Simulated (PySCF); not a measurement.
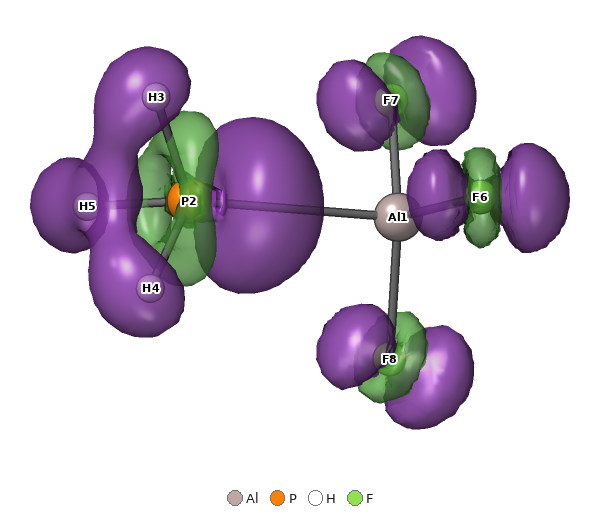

Figure 1: Al(PH3)F3 (AlF3H3P). Fukui function f⁻ = ρ(N) − ρ(N−1) at fixed geometry, surfaces at ±0.03 e/Å³ (purple positive, green negative).

PySCF calculation, B3LYP/def2-SVPD, gas phase; geometry: GFN2-xTB. No frequency check shows the geometry to be a minimum. GFN2-xTB bond lengths at metals and heavier atoms can be off by up to 0.1 Å and shapes distorted, which carries into these values.

On which atoms does the density change most on removal of an electron?

f⁻ (Hirshfeld-condensed) is largest on P2 (0.25); the vertical ionisation energy is 12.23 eV (the stability of the cation's solution wasn't checked). Condensed values hint at sites of electrophilic attack but needn't mark the atom that reacts. Orbital relaxation makes it negative in places (0.16 e in all).

| atom | f⁻ | charge |
| --- | --- | --- |
| Al1 | +0.12 | +0.55 |
| P2 | +0.25 | +0.30 |
| H3 | +0.07 | +0.03 |
| H4 | +0.08 | +0.03 |
| H5 | +0.07 | +0.03 |
| F6 | +0.13 | −0.32 |
| F7 | +0.13 | −0.32 |
| F8 | +0.13 | −0.31 |
